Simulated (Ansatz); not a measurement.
A series of calculations on CH₈BNO₂Si

Part 1: Relaxation

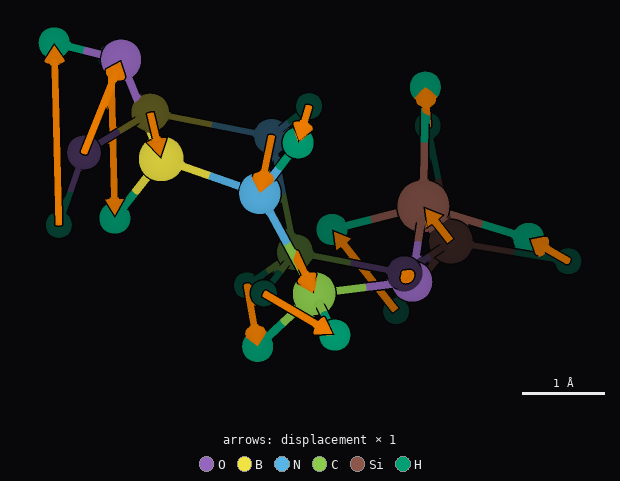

A relaxation of CH$_{8}$BNO$_{2}$Si. The starting structure is drawn faded, the final one solid; orange arrows show the displacements, at their true length. The two geometries are superimposed by the best rigid fit.

A ball-and-stick model, seen at a tilt.

The run prepares an end point of a later path (torsion) calculation, from a guessed geometry.

Theory: RKS PBE0-D4/def2-SVP (Ansatz 0.2.0). (no spin polarisation; force threshold 0.015 eV/Å; at most 40 steps)

> Which element moves most?

Hydrogen: up to 2.48 Å, against 1.56 Å for oxygen.

> What happened in the run?

An H atom moves most after the best rigid fit: 2.48 Å. By element the largest moves are H 2.48 Å, O 1.56 Å, N 0.90 Å, C 0.65 Å, B 0.60 Å, Si 0.55 Å. Some distances before and after: B–O 1.510 → 1.364 Å, B–N 1.528 → 1.410 Å, H–N 1.100 → 1.016 Å, C–H 1.187 → 1.105 Å. Among the angles between lasting bonds that change: B–N–C 112.6° → 126.4°, B–O–H 100.5° → 112.6°, B–N–H 106.6° → 118.5°. Groups turn about B–O by about 95°, C–O by about 25°. The energy falls by 253.9 kJ/mol in 29 accepted moves (30 points after the start). Largest force component: 3.9 eV/Å at the start, 0.014 eV/Å at the end. The line search rejected the trial step at point 28 of the run.

Part 2: Relaxation

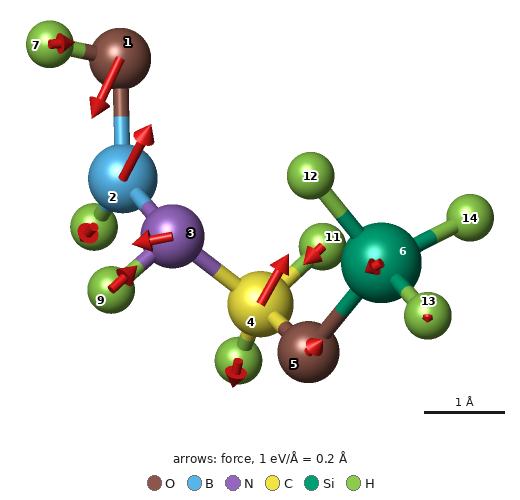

Starting geometry of CH8BNO2Si with the computed forces as red arrows. Style: ball-and-stick. Shown from a free direction.

The run prepares an end point of a later path (torsion) calculation, from a guessed geometry.

Theory: RKS PBE0-D4/def2-SVP in Ansatz.

The input:
```yaml
crystal:
  periodic: [false, false, false]
  atoms:
    - { symbol: O, position_ang: [1.1167, -2.9132, -0.2264] }
    - { symbol: B, position_ang: [0.2094, -2.0202, 0.5863] }
    - { symbol: "N", position_ang: [0.4496, -0.5136, 0.6786] }
    - { symbol: C, position_ang: [0.67818, -0.06737, 2.04473] }
    - { symbol: O, position_ang: [0.9616, 1.28371, 2.11447] }
    - { symbol: Si, position_ang: [2.54777, 1.68114, 1.48168] }
    - { symbol: H, position_ang: [0.6467, -2.8916, -1.1171] }
    - { symbol: H, position_ang: [-0.617, -2.4844, 1.2176] }
    - { symbol: H, position_ang: [-0.48281, -0.02734, 0.35685] }
    - { symbol: H, position_ang: [-0.11531, -0.3216, 2.68618] }
    - { symbol: H, position_ang: [1.62518, -0.67846, 2.41636] }
    - { symbol: H, position_ang: [2.65034, 1.20956, 0.07532] }
    - { symbol: H, position_ang: [2.79501, 3.13103, 1.5246] }
    - { symbol: H, position_ang: [3.60096, 1.03273, 2.29601] }
basis:
  gaussian: { orbitals: def2-SVP }
hamiltonian:
  xc: pbe0
  dispersion: d4
relax:
  f_tol: 0.015
  max_steps: 40
```

Run as
```bash
ansatz run input.yaml --threads 2 --pin off --max-ram 3072MiB --backend cpu --events-out ev --progress --plain --runs-dir out
```

Question: Is this structure relaxed? If not, where do the atoms go?

Answer: It isn't relaxed: the largest force vector, on B2, is 4.72 eV/Å. The final displacements have little in common with the starting forces (cosine between the two patterns 0.06). After 28 geometry steps the energy has fallen by 59.7 kcal/mol. The largest force component goes from 4 to 0.0071 eV/Å. The forces were under the threshold at step 22, but the run went on from there. The atom that moves furthest after the best rigid fit is H8 (2.19 Å). Largest moves by element: H 2.19 Å, B 0.69 Å, O 0.46 Å, C 0.43 Å, N 0.40 Å, Si 0.36 Å. Some distances before and after: O1–B2 1.510 → 1.361 Å, B2–N3 1.528 → 1.415 Å, N3–H9 1.100 → 1.016 Å, C4–H11 1.187 → 1.104 Å. Bond angles that change, for instance: B2–N3–H9 106.6° → 120.9°, B2–O1–H7 100.5° → 114.5°, B2–N3–C4 112.6° → 125.4°. Groups turn about O1–B2 by about 90°, C4–O5 by about 25°. The run took 2.3 min on 2 threads of Arm Neoverse V1 (shared host), peak memory 0.31 GiB.

Part 3: Path

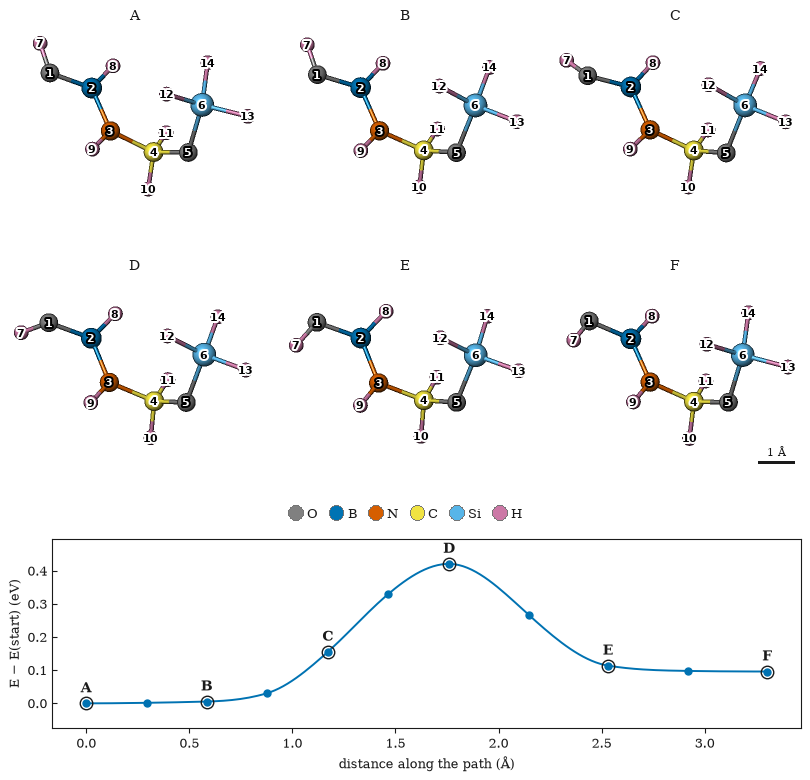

A nudged-elastic-band calculation for CH8BNO2Si. Images are numbered from 0 (start) to 10 (end). Frames A to F are images 0, 2, 4, 6, 8, 10. The picture is a ball-and-stick view, seen at a tilt.

Method: Ansatz 0.2.0, RKS PBE0-D4/def2-SVP. Run with 9 movable images; climbing image; force threshold 0.05 eV/Å; iteration limit 32; starting path through a guess of the saddle point.

**Read off the barrier and say what moves.**

Forward barrier 0.42 eV, backward barrier 0.32 eV, with image 6 at the top; the reaction energy is +0.10 eV. The motion is a rotation about the B2–N3 bond, with a turn of about 180° about O1–B2. No bond forms or breaks between the ends. Among the angles between lasting bonds that change up to the highest image: B2–O1–H7 112.6° → 116.6°, O1–B2–N3 118.5° → 120.9°. The band is converged. At the top, the vibrational analysis gives one imaginary mode (581i cm⁻¹), as a transition state must have.
